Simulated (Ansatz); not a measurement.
# Cl$_{3}$HO$_{2}$W (SMILES [O]=[W]([OH])([Cl])([Cl])[Cl]): what the fields show

```xyz
7

Cl   -2.1766   -1.3630   -0.9417
Cl    0.1517    1.2499    1.7331
Cl   -2.0643    1.7459   -0.4498
O     0.5494    0.3500   -1.3606
O     0.2274   -1.4486    0.6758
W    -0.5361    0.0515   -0.1243
H     0.0056   -2.0181    1.4223
```

Geometry: PBE0-D4/def2-SVP; core potentials replace the inner electrons of W.

Method: isolated molecule in a Gaussian basis; Kohn-Sham density functional theory, functional PBE0 in Ansatz.

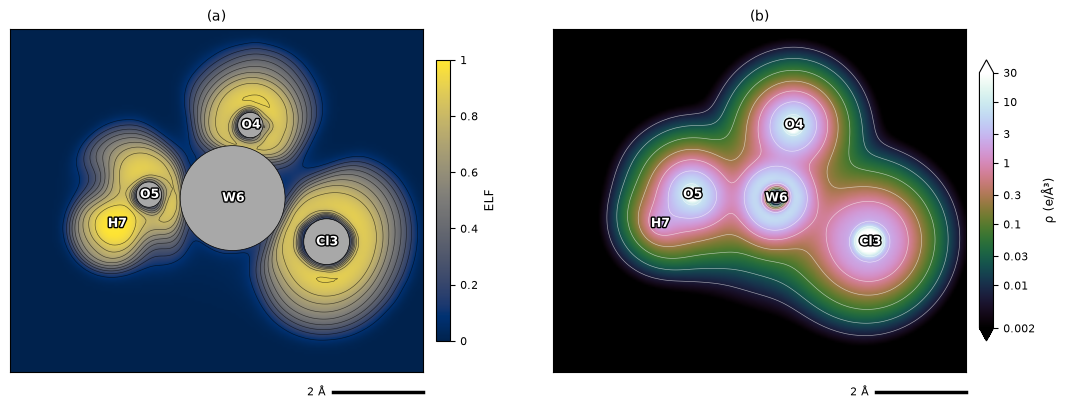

Figure 1. (a) ELF; (b) electron density on the plane of atoms O4, W6 and O5. Grey discs cover the atomic cores in the ELF map.

> What do the fields say about this system?

The section cuts through Cl, O, W and H sites.
W–O (1.67 Å): ρ is about 2 e/Å³ halfway; the ELF peaks at about 0.80 in the valence shell of O, 0.5 Å from its nucleus, and drops to about 0.40 between the two atoms.
W–Cl (2.30 Å): the density is about 0.68 e/Å³ at the midpoint; the ELF peaks at about 0.85 in the valence shell of Cl, 0.8 Å from its nucleus, and is about 0.40 at the midpoint.
O–H (0.96 Å): ρ at the midpoint is about 3.7 e/Å³; the ELF climbs to about 1 towards the hydrogen, as it does in any bond to H: an ordinary covalent bond to hydrogen.
W–O (1.86 Å): the density is about 1.2 e/Å³ at the midpoint; the ELF peaks at about 0.85 in the valence shell of O, 0.5 Å from its nucleus, and drops to about 0.25 between the two atoms.

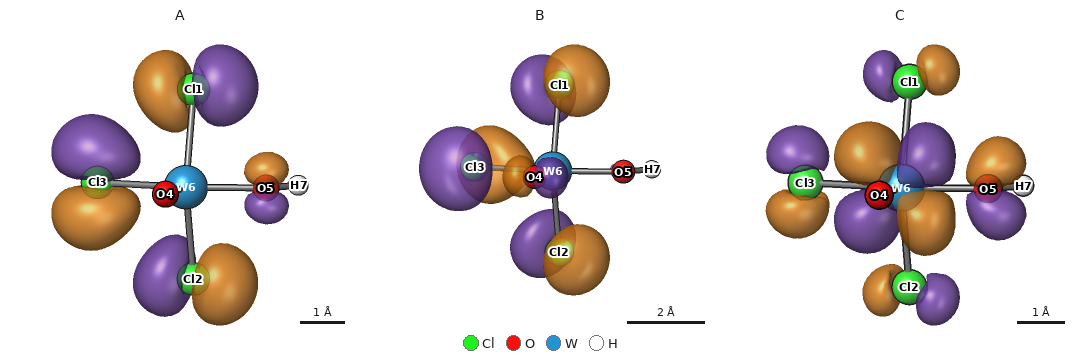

Figure 2. Three frontier orbitals at ±0.1 Å⁻³ᐟ² (orange and purple are the two phases), in no order.

> Order the three orbitals by energy and name them.

B is the HOMO−1 (−9.44 eV). It lies mainly on Cl3 (about 45 %), Cl1 (about 25 %) and Cl2 (about 25 %); largely a combination of lone pairs on Cl3, Cl1 and Cl2. A is the HOMO (−8.89 eV). It lies mainly on Cl3 (about 40 %), Cl1 (about 25 %) and Cl2 (about 25 %); largely a combination of lone pairs on Cl3, Cl1 and Cl2. C is the LUMO (−4.48 eV). By Hirshfeld shares it lies mainly on W6 (about 60 %), O5 (about 10 %), Cl3 (about 10 %), Cl1 (about 5 %) and Cl2 (about 5 %).

> What is the HOMO–LUMO gap?

4.41 eV between the orbital energies.
